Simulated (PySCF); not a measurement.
# NaSb (triplet): what the fields show

| atom | x (Å) | y (Å) | z (Å) |
| --- | --- | --- | --- |
| Na | 0.0000 | 0.0000 | -2.4694 |
| Sb | 0.0000 | 0.0000 | 0.4696 |

Core potentials replace the inner electrons of Sb.

Level of theory: PySCF 2.14.0, PBE0/aug-cc-pVDZ(-PP), non-relativistic Hamiltonian with scalar-relativistic core potentials where named, at a bond length of 2.939 Å.

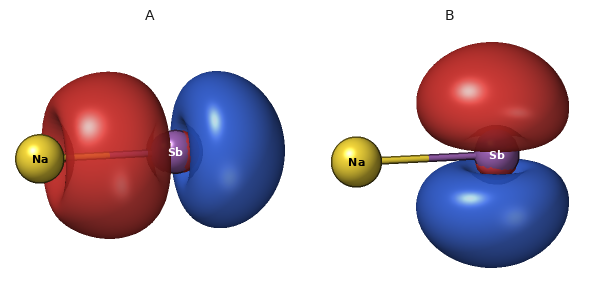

Figure 1. Two frontier α-spin orbitals, each drawn at the value that holds 80 % of its norm (blue and red are the two phases), in no order; of a degenerate pair one member is drawn.

Name the orbitals and rank them from lowest to highest energy.

Answer. Orbital B: π, occupied in this spin, −5.22 eV; mainly on Sb (95 %).
Orbital A: σ, occupied in this spin, −5.07 eV; mainly on Sb (80 %).

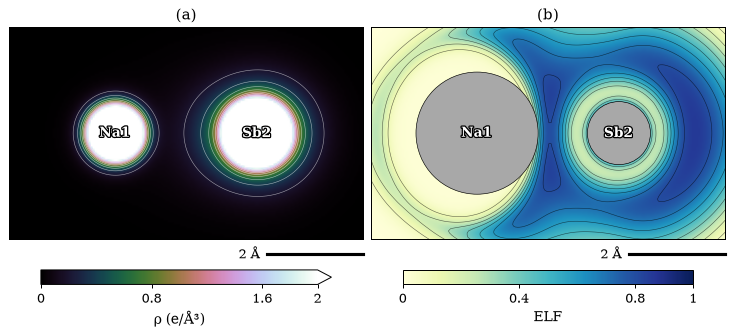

Figure 2. (a) electron density; (b) ELF on a plane that holds the molecular axis. Grey discs cover the atomic cores in the ELF map.

Describe what can be read from this map.

Answer. The plane passes through Na and Sb nuclei. Na–Sb (2.94 Å): the density is about 0.22 e/Å³ at the midpoint; the ELF peaks at about 0.80 in the valence shell of Sb, 1.5 Å from its nucleus, and drops to about 0.25 between the two atoms. The ELF also peaks beside Sb2, away from the bonds: non-bonding electrons, paired or unpaired.

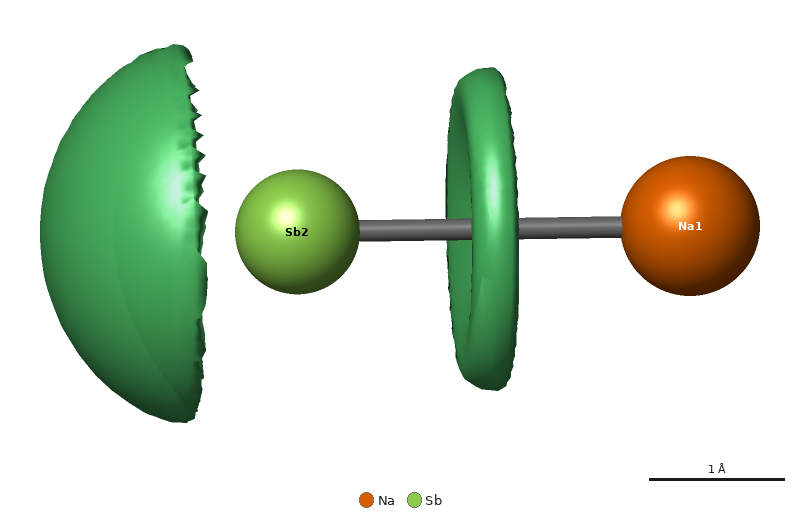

Figure 3. Isosurface of the electron localisation function at 0.8 (green), seen from one side. Core shells and regions of very low density are left out.

Identify the bonds, lone pairs and shells in this picture.

Answer. The surface consists of one lobe of the valence shell of Sb pointing towards Na and one lobe on Sb, pointing away from the bonds (non-bonding electrons).
